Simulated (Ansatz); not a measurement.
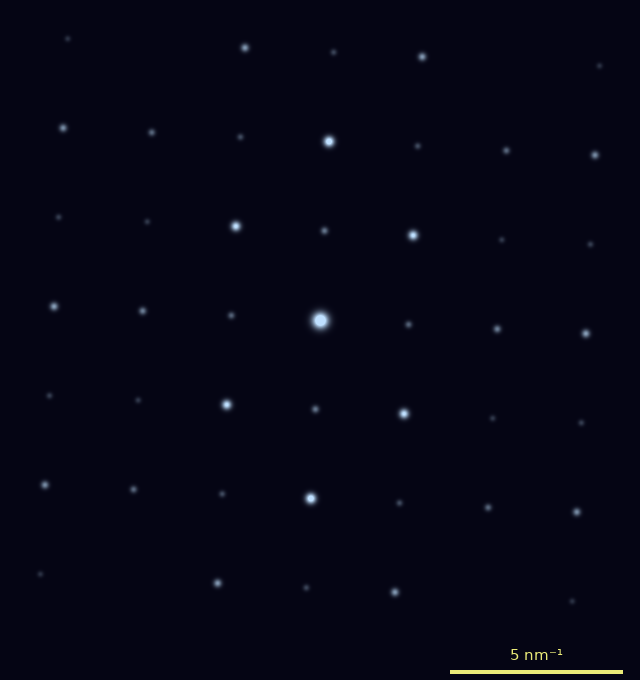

The pattern is a kinematic simulation for 300 kV electrons (no multiple scattering; isotropic B = 0.5 Å²).

Question: Describe the geometry of this pattern.

Answer: The spots form a rectangular net (close to square) whose two shortest vectors correspond to d = 3.87 Å and 3.84 Å, 90.0° apart.

Question: What is the point symmetry of the pattern, intensities included?

Answer: 2mm. A zero-layer kinematic pattern is always centrosymmetric (Friedel's law).

Question: Which crystal and zone produced it?

Answer: This cannot be fixed from one zone alone; the pattern is [210] of Lu6Ge2B, space group P-62m (No. 189), a = 7.74 Å, c = 3.84 Å (hexagonal axes). The net vectors are 1 -2 0 and 0 0 1. Structure: coordinates from a relaxation with Ansatz, DFT, PAW plane waves, pbe; the starting structure was generated, so it need not be a known form of this composition.
